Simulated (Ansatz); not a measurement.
Consider Cd in the hcp (Mg type) structure (space group P6_3/mmc, No. 194; a = 3.029 Å, c = 5.759 Å; relaxed with 0.1 eV smearing). Axes: x lies along a and z along c of the hexagonal cell.

Structures relaxed with PBE (Ansatz, a quantum-chemistry and plane-wave program), scalar-relativistic without spin-orbit coupling.

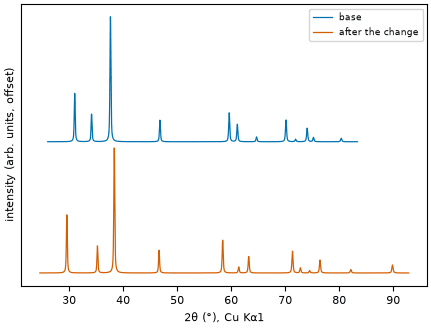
Figure. Simulated powder patterns before (top) and after one change

Task: What was done to the base?
(A) biaxial strain −1.50 %, plane normal [001], relaxed out of plane
(B) biaxial strain −3.00 %, plane normal [001], relaxed out of plane
(C) biaxial strain +2.50 %, plane normal [001], relaxed out of plane
(D) biaxial strain −1.00 %, plane normal [001], relaxed out of plane

Result: B, biaxial strain −3.00 %, plane normal [001], relaxed out of plane. Its volume per atom is 22.57 Å³ against 22.89 Å³, and its space group is P6_3/mmc (No. 194).

No phonon test of stability was made.
